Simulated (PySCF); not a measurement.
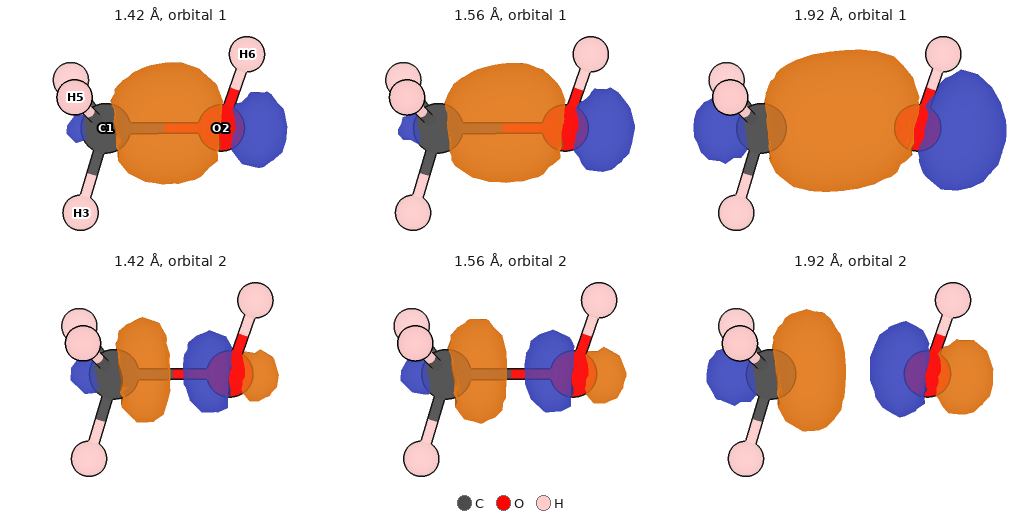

Figure 1: CH4O, SMILES `CO`. Rigid stretch of the C1–O2 bond. The two CASSCF(2,2) natural orbitals nearest half filling (orbital 1 the more occupied).

Method: def2-TZVP basis; geometry: GFN2-xTB; program: PySCF. No frequency check shows the geometry to be a minimum.

Input script:

```python
import numpy as np
from pyscf import gto, scf, mcscf

mol = gto.M(atom='''
C      0.65974     0.02003     0.00005
O     -0.73925    -0.12279    -0.00003
H      1.07340    -0.98663    -0.00620
H      1.01375     0.54364     0.89459
H      1.01270     0.55443    -0.88887
H     -1.14427     0.75073     0.00042
''', basis='def2-tzvp', charge=0, spin=0, verbose=4)
# stretch the bond between atoms 1 and 2, from long to short, fragments rigid
a, b, move = 0, 1, [1, 5]
xyz = mol.atom_coords(unit='Angstrom')
u = xyz[b] - xyz[a]
r0 = np.linalg.norm(u)
rows, last, dm_u = [], None, None
for r in [3.98, 3.12, 2.56, 2.2, 1.92, 1.7, 1.56, 1.42, 1.31]:
    new = xyz.copy()
    new[move] += u / r0 * (r - r0)
    m = mol.set_geom_(new, unit='Angstrom', inplace=False)
    rhf = scf.RHF(m).density_fit(auxbasis='def2-universal-jkfit').run()
    uhf = scf.UHF(m).density_fit(auxbasis='def2-universal-jkfit').newton()
    if dm_u is None:
        c = rhf.mo_coeff
        h = m.nelectron // 2 - 1
        ca, cb = c.copy(), c.copy()
        ca[:, h], cb[:, h] = (c[:, h] + c[:, h + 1]) / 2**.5, (c[:, h] - c[:, h + 1]) / 2**.5
        dm_u = np.array([x[:, :h + 1] @ x[:, :h + 1].T for x in (ca, cb)])
    uhf.kernel(dm0=dm_u)
    for _ in range(3):
        c, _, stable, _ = uhf.stability(return_status=True)
        if stable:
            break
        uhf.kernel(c, uhf.mo_occ)
    dm_u = uhf.make_rdm1()
    mc = mcscf.CASSCF(rhf, 2, 2)
    mc.natorb = True
    mc.fix_spin_(ss=0)
    guess = mcscf.addons.make_natural_orbitals(uhf)[1] if last is None else mcscf.project_init_guess(mc, last.mo_coeff, last.mol)
    mc.kernel(guess)
    last = mc
    act = slice(mc.ncore, mc.ncore + mc.ncas)
    print('r %.3f  RHF %.6f  UHF %.6f  <S^2> %.3f  CASSCF %.6f  occupations' % (r, rhf.e_tot, uhf.e_tot, uhf.spin_square()[0], mc.e_tot), mc.mo_occ[act].round(4))
    rows.append((new, rhf.e_tot, uhf.e_tot, uhf.spin_square()[0], mc.e_tot, mc.mo_occ[act], mc.mo_coeff[:, act], dm_u[0] - dm_u[1], rhf.converged and uhf.converged and mc.converged))
    np.savez('result.npz', **{k: [row[i] for row in rows] for i, k in enumerate('xyz rhf uhf s2 cas occ c spin ok'.split())})
```

Command:

```sh
OMP_NUM_THREADS=1 python input.py
```

The run took 46 s on 1 thread of Intel(R) Xeon(R) 6975P-C (Granite Rapids), on a shared host, peak memory 0.25 GiB.

Q: How do the occupations change along the stretch?

A: 1.42 Å: 1.98 and 0.02; 1.56 Å: 1.96 and 0.04; 1.92 Å: 1.88 and 0.12. At the longest distance computed (3.98 Å) they are 1.06 and 0.94, and the effective number of unpaired electrons is 2.0.

Q: Where does the UHF solution part from RHF?

A: Between 1.70 Å (⟨S²⟩ = 0, the two coincide) and 1.92 Å (⟨S²⟩ = 0.33); at 3.98 Å ⟨S²⟩ is 1.01 and UHF lies 5.8 eV below RHF.

Q: How much energy does the stretch cost?

A: By CASSCF, 3.6 eV from the lowest point of the scan (1.42 Å) to 3.98 Å; RHF gives 8.6 eV from its own lowest point. The fragments aren't relaxed and dynamic correlation is missing, so this isn't a bond dissociation energy.
